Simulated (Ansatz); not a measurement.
# GeSe (Germanium monoselenide) at HSE06/aug-cc-pVTZ

What is the electronic atomisation energy of GeSe (Germanium monoselenide) at HSE06/aug-cc-pVTZ? 

The calculation is run with Ansatz 0.2.0.

30 further runs of the same task are left out: 30 set aside as unsound or not needed.

## (1) The structure to begin with

GeSe: 2 atoms, total charge 0, spin state singlet. As SMILES, `[Ge-]#[Se+]`. Geometry: the measured bond length.

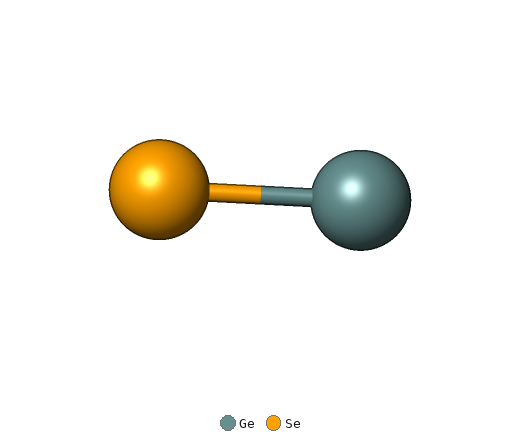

Viewed from a chosen angle; germanium teal, selenium orange.

## (2) A single-point energy at HSE06/aug-cc-pVTZ

File job.yaml:

```yaml
crystal:
  periodic: [false, false, false]
  atoms:
    - {symbol: Ge, position_ang: [0.000000, 0.000000, 0.000000]}
    - {symbol: Se, position_ang: [0.000000, 0.000000, 2.134629]}
basis:
  gaussian: {orbitals: aug-cc-pVTZ}
output: {orbitals: {seedname: orbitals}}
accuracy: high
magnetization: {spin_polarized: false, initial_magnetization: 0}
hamiltonian: {xc: {name: HSE06}}
```

Launch:

```console
ansatz run job.yaml --threads 1 --pin off --max-ram 3480MiB --events-out events.jsonl --progress --plain --runs-dir runs
```

Log:

```text
Warning: RAYON_NUM_THREADS=1 ignored (pool sized by the plan → 1); use --threads N
Functional definition: HSE06
  name "HSE06"
  parameter a = 0.25
  parameter omega = 0.11/bohr
  exchange = pbe_x - a*pbe_x_sr(omega) + a*exact_x_sr(omega)
  correlation = pbe_c
1490 factors; integrals over basis functions are off by at most 4.0e-9 eV
136 factors; integrals over basis functions are off by at most 8.1e-10 eV
mean field evaluation 1: about -121854.9864 eV, gradient 2.0e1 eV
mean field evaluation 2: about -121843.8497 eV, gradient 5.9e1 eV
mean field evaluation 4: about -121856.2103 eV, gradient 3.1e0 eV
mean field evaluation 8: about -121856.2833 eV, gradient 6.9e-2 eV
mean field evaluation 16: about -121856.2833 eV, gradient 1.5e-6 eV
mean field -121856.28327505 eV, -4478.1358132026 hartree, gradient 1.5e-8 eV, S^2 0.000000; 0 other end points of the search recorded, 0 dependent functions left out
reference -121856.28327816 eV, -4478.1358133168 hartree; 33, 33 occupied and 85, 85 virtual orbitals, 1490 factors
Total energy: -121856.28327816 eV, -4478.1358133168 hartree
```

Wall time 12 s (1 thread of Arm Neoverse V2, shared host); peak memory 0.36 GiB.

## (3) The Ge atom

File in.yaml:

```yaml
crystal:
  periodic: [false, false, false]
  atoms:
    - {symbol: Ge, position_ang: [0.000000, 0.000000, 0.000000]}
basis:
  gaussian: {orbitals: aug-cc-pVTZ}
magnetization: {spin_polarized: true, initial_magnetization: 2}
hamiltonian: {xc: {name: HSE06}}
accuracy: high
```

Run the same way, it converges to -2076.69584 Eh (log not shown).

## (4) The Se atom, same level

File input.yaml:

```yaml
crystal:
  periodic: [false, false, false]
  atoms:
    - symbol: Se
      position_ang: [0.000000, 0.000000, 0.000000]
basis:
  gaussian: {orbitals: aug-cc-pVTZ}
magnetization: {spin_polarized: true, initial_magnetization: 2}
hamiltonian: {xc: hse06}
accuracy: high
```

Run the same way, it converges to -2401.25288 Eh (log not shown).

## (5) Summary of results

At HSE06/aug-cc-pVTZ:

| quantity | value |
| --- | --- |
| molecule: total energy | -4478.13581 Eh |
| molecule: HOMO energy | -7.24 eV |
| molecule: LUMO energy | -2.87 eV |
| molecule: HOMO–LUMO gap | 4.38 eV |
| Ge atom: total energy | -2076.69584 Eh |
| Ge atom: ⟨S²⟩ | 2.003 |
| Se atom: total energy | -2401.25288 Eh |
| Se atom: ⟨S²⟩ | 2.004 |
| electronic atomisation energy | 5.091 eV |

**Reading.** Taking the molecule apart into free atoms costs 5.09 eV (117 kcal/mol), before zero-point energy and without spin-orbit coupling.
